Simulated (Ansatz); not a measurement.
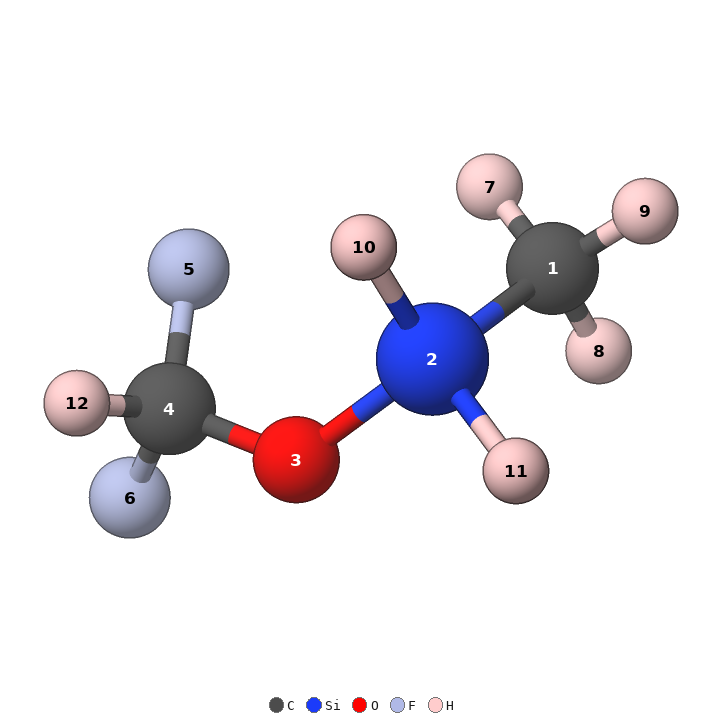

The computed structure is the end point of a PBE0-D4/def2-TZVP optimisation. No frequency run is at hand to confirm it as a minimum.

Estimate the angles C1–Si2–O3, C1–Si2–H10, C1–Si2–H11, Si2–C1–H7, Si2–C1–H8, Si2–C1–H9, O3–Si2–H10, O3–C4–F5, O3–C4–F6, O3–C4–H12, F5–C4–F6, F6–C4–H12.

```tsv
angle	degrees
C1–Si2–O3	112.0
C1–Si2–H10	111.3
C1–Si2–H11	111.7
Si2–C1–H7	110.9
Si2–C1–H8	110.8
Si2–C1–H9	110.0
O3–Si2–H10	108.5
O3–C4–F5	111.0
O3–C4–F6	109.2
O3–C4–H12	113.4
F5–C4–F6	106.8
F6–C4–H12	108.6
```
